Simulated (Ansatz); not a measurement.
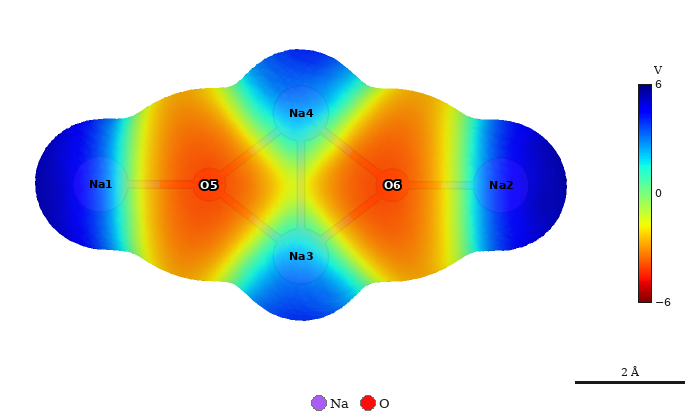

*Na4O2. The molecular electrostatic potential painted on the density surface at 0.004 e/bohr³, seen across its widest extent; the colour scale runs from red (negative) to blue (positive).*

Geometry: r2SCAN-D4/def2-SVP.

The calculation used RKS PBE0-D4/def2-TZVP in Ansatz 0.2.0.

```xyz
6

Na    2.7412   -0.8105    2.3388
Na   -2.7494    0.8076   -2.3302
Na   -0.0024   -1.2399   -0.4268
Na    0.0071    1.2415    0.4219
O     1.2601   -0.3685    1.0630
O    -1.2566    0.3696   -1.0667
```

> Where is the surface potential most negative and most positive?

The most negative region (about −3.9 V) lies over O5, the most positive (about +5.5 V) over Na1 and Na2.
